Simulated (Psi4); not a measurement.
**[GeH3]− (SMILES [GeH3-]) at FNO-MP4/def2-SVP (sfX2C)**

Aim: the energy change on altering one bond length of [GeH3]− at FNO-MP4/def2-SVP (sfX2C), from 2 runs. 

The results are computed with Psi4 1.11.

5 further runs of the same task are left out: 2 for a known fault of the program, 1 that didn't finish, 2 set aside as unsound or not needed.

## (1) Starting point

The species is [GeH3]− (4 atoms), meant as a singlet with charge -1. As SMILES, `[GeH3-]`. The shape comes from GFN2-xTB, which is rough for such elements, and wasn't checked as a minimum.

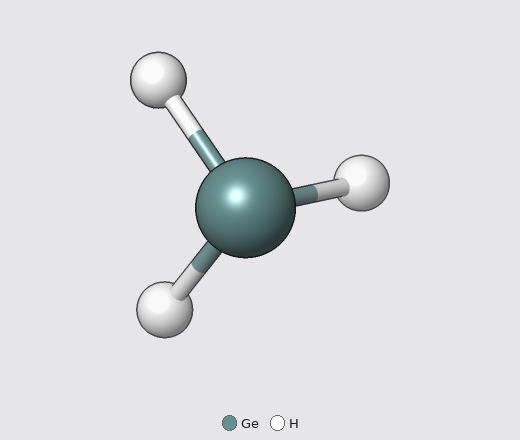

Viewed from a chosen angle; germanium teal, hydrogen white.

## (2) A single-point energy at FNO-MP4/def2-SVP (sfX2C)

Input file input.inp:

```
memory 1600 mb

molecule {
  -1 1
  Ge     0.468920    -0.274960    -0.542070
  H      0.935040     0.154290     1.089240
  H     -0.940860    -1.090590     0.102250
  H     -0.463100     1.211260    -0.649430
}

set globals {
  basis        def2-SVP
  scf_type     pk
  freeze_core  true
  relativistic x2c
}

energy('fno-mp4')
print_variables()
```

The run is started by

```
$ psi4 -n 1 input.inp input.out
```

input.out (excerpt; [...] marks lines left out):

```text
[...]
  Running in c1 symmetry.
[...]
  Nuclear repulsion =   29.622714488770853
[...]
  Multiplicity = 1
[...]
  Nalpha       = 18
  Nbeta        = 18
[...]
    Number of basis functions: 47
[...]
    WARNING: The X2C and Dirac Hamiltonians have substatially different eigenvalues!
             This is probably caused by the recontraction of the basis set.
[...]
   @RHF iter   1: -2092.43700562775302   -3.10437e+00   4.64783e-02 DIIS/ADIIS
[...]
   @RHF iter  11: -2093.93199275100824   -9.09495e-13   9.11378e-10 DIIS
[...]
    Orbital Energies [Eh]
    ---------------------
    Doubly Occupied:
       1A   -409.673346     2A    -53.143391     3A    -46.511250
       4A    -46.511242     5A    -46.510582     6A     -7.107666
       7A     -4.975823     8A     -4.975812     9A     -4.972403
      10A     -1.360117    11A     -1.360109    12A     -1.356483
      13A     -1.356465    14A     -1.354065    15A     -0.430293
      16A     -0.175775    17A     -0.175460    18A     -0.088283
[...]
  @RHF Final Energy: -2093.93199275100824
   => Energetics <=
    Nuclear Repulsion Energy =             29.6227144887708533
    One-Electron Energy =               -2983.0322809443155165
    Two-Electron Energy =                 859.4775737045364394
    Total Energy =                      -2093.9319927510082380
[...]
 Multipole Moments:
 ------------------------------------------------------------------------------------
     Multipole            Electronic (a.u.)      Nuclear  (a.u.)        Total (a.u.)
 ------------------------------------------------------------------------------------
 L = 1.  Multiply by 2.5417464519 to convert [e a0] to [Debye]
 Dipole X            :          2.4321360           -1.9196001            0.5125359
 Dipole Y            :         -1.4297214            1.1255934           -0.3041280
 Dipole Z            :         -2.8019030            2.2190413           -0.5828617
 Magnitude           :                                                    0.8336154
[...]
      * MP2 total energy:                  -2094.179879149870
[...]
      * MP2 total energy:                  -2094.179879149870
[...]
      * MP3 total energy:                  -2094.186783274296
[...]
```

Run time: 2 s. Hardware: 1 thread of Intel Xeon 6975P-C (Granite Rapids), shared host; peak memory 0.22 GiB.

## (3) The distorted shape

Input file input.in:

```
memory 1600 mb

molecule molecule1 {
  -1 1
  Ge     1.41888385    -0.21137343    -1.26785127
  H      2.29972299     0.59979151     1.81487785
  H     -1.77796772    -2.06091641     0.19322450
  H     -0.34237869     2.59717533    -1.47073227
  units bohr
}

set {
  basis def2-SVP
  scf_type pk
  freeze_core true
  relativistic x2c
}

energy('fno-mp4')
```

The run is started by

```
$ psi4 -n 1 input.in input.out
```

input.out (excerpt; [...] marks lines left out):

```text
[...]
  Running in c1 symmetry.
[...]
  Nuclear repulsion =   27.970910219580674
[...]
  Multiplicity = 1
[...]
  Nalpha       = 18
  Nbeta        = 18
[...]
    Number of basis functions: 47
[...]
    WARNING: The X2C and Dirac Hamiltonians have substatially different eigenvalues!
             This is probably caused by the recontraction of the basis set.
[...]
   @RHF iter   1: -2092.31789885349326   -3.12592e+00   4.67707e-02 ADIIS/DIIS
[...]
   @RHF iter  11: -2093.90786910755878   -1.59162e-11   8.22017e-09 DIIS
[...]
    Orbital Energies [Eh]
    ---------------------
    Doubly Occupied:
       1A   -409.696155     2A    -53.165540     3A    -46.533614
       4A    -46.533127     5A    -46.532583     6A     -7.129505
       7A     -4.997896     8A     -4.996696     9A     -4.993747
      10A     -1.381911    11A     -1.381323    12A     -1.378043
      13A     -1.377760    14A     -1.375340    15A     -0.425767
      16A     -0.187049    17A     -0.150927    18A     -0.098499
[...]
  @RHF Final Energy: -2093.90786910755878
   => Energetics <=
    Nuclear Repulsion Energy =             27.9709102195806736
    One-Electron Energy =               -2979.0865981487531826
    Two-Electron Energy =                 857.2078188216136141
    Total Energy =                      -2093.9078691075587813
[...]
 Multipole Moments:
 ------------------------------------------------------------------------------------
     Multipole            Electronic (a.u.)      Nuclear  (a.u.)        Total (a.u.)
 ------------------------------------------------------------------------------------
 L = 1.  Multiply by 2.5417464519 to convert [e a0] to [Debye]
 Dipole X            :          3.2760202           -2.2081224            1.0678977
 Dipole Y            :         -0.8909456            0.9586682            0.0677226
 Dipole Z            :         -3.1565292            2.3509063           -0.8056229
 Magnitude           :                                                    1.3394104
[...]
      * MP2 total energy:                  -2094.154263730816
[...]
      * MP2 total energy:                  -2094.154263730816
[...]
      * MP3 total energy:                  -2094.162098997745
[...]
```

Wall time 1.9 s (1 thread of Intel Xeon 6975P-C (Granite Rapids), shared host); peak memory 0.22 GiB.

## (4) Results

Level: FNO-MP4/def2-SVP (sfX2C), 9 core orbitals frozen.

| quantity | value |
| --- | --- |
| first shape: total energy | -2094.20692 Eh |
| first shape: HOMO energy (Hartree–Fock orbitals) | -2.40 eV |
| first shape: LUMO energy (Hartree–Fock orbitals) | 9.40 eV |
| first shape: HOMO–LUMO gap (to an unbound level, set by the basis) | 11.81 eV |
| first shape: correlation energy (9 core orbitals frozen) | -274.9 mEh |
| distorted shape: total energy | -2094.18299 Eh |
| distorted shape: HOMO energy (Hartree–Fock orbitals) | -2.68 eV |
| distorted shape: LUMO energy (Hartree–Fock orbitals) | 8.36 eV |
| distorted shape: HOMO–LUMO gap (to an unbound level, set by the basis) | 11.04 eV |
| distorted shape: correlation energy (9 core orbitals frozen) | -275.1 mEh |
| energy change with the Ge1–H3 bond stretched from 1.752 to 2.102 Å | 0.651 eV |

**Reading.** With the Ge1–H3 bond stretched from 1.752 to 2.102 Å the energy rises by 0.65 eV (15.0 kcal/mol). The first shape isn't relaxed at this level, so the change isn't measured from a minimum. The basis (first shape) was contracted for non-relativistic atoms, which limits what the relativistic Hamiltonian can do in the core. The basis (distorted shape) was contracted for non-relativistic atoms, which limits what the relativistic Hamiltonian can do in the core.
